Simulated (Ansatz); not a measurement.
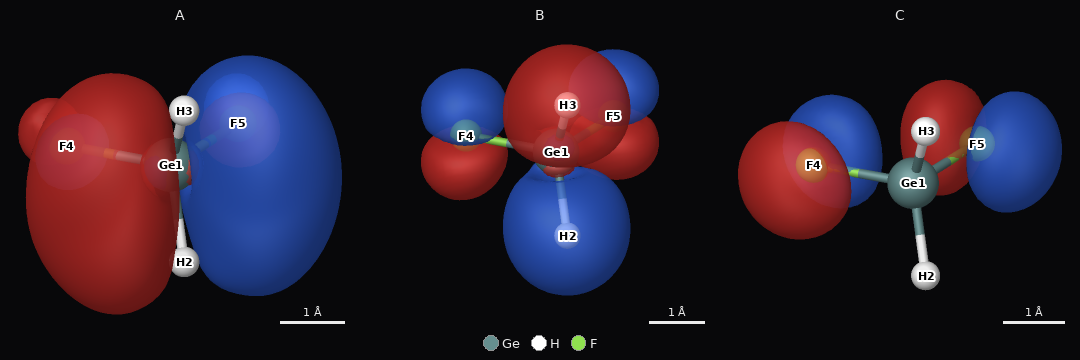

F2GeH2. Three frontier orbitals at ±0.08 Å⁻³ᐟ² (red and blue are the two phases), in no order.

Theory: RKS PBE/def2-SVPD in Ansatz 0.2.0.

```xyz
5

Ge    0.0786    0.0000    0.0557
H    -0.0757    0.0000    1.5881
H     1.4720    0.0000   -0.6003
F    -0.7979    1.4012   -0.5642
F    -0.7979   -1.4012   -0.5642
```

Question: Which picture is the HOMO−1, the HOMO and the LUMO?

Answer: C is the HOMO−1 (−9.42 eV). By Hirshfeld shares it lies mainly on F4 (about 45 %) and F5 (about 45 %); largely a combination of lone pairs on F4 and F5. B is the HOMO (−8.62 eV). By Hirshfeld shares it lies mainly on F4 (about 25 %), F5 (about 25 %), Ge1 (about 20 %), H2 (about 15 %) and H3 (about 15 %). A is the LUMO (−1.31 eV). It lies mainly on Ge1 (about 65 %), F4 (about 10 %), F5 (about 10 %), H2 (about 10 %) and H3 (about 10 %).

Question: What is the HOMO–LUMO gap?

Answer: 7.31 eV between the orbital energies.
